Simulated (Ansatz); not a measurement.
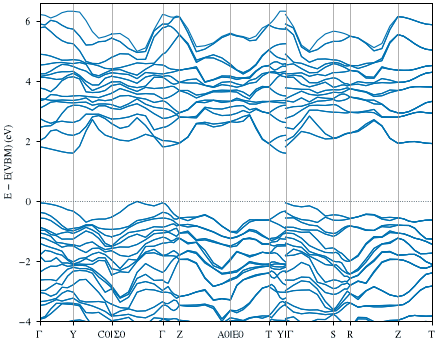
Figure: Band structure from plane-wave PAW r²SCAN with spin–orbit coupling (Ansatz code)

### Question
Read off the gap and where the band edges lie.

### Answer
About 1.6 eV (1.61 eV by a search for the band edges); maximum on the Σ0–Γ line, 51 % of the way from Σ0, minimum at Y.

The material is Ta$_{3}$N$_{5}$ in space group Cmcm (No. 63; Pearson symbol oS32).

The workflow started from a Materials Project entry (that database holds measured and hypothetical structures alike); the Crystallography Open Database files this formula in space group No. 63, but the cells were not matched. Its standing as an ambient phase is unchecked. Symmetry was held in the r²SCAN relaxation; its stability against distortions is not shown here. No spin polarisation was allowed.

Potentials: the later of the program's two PAW sets.
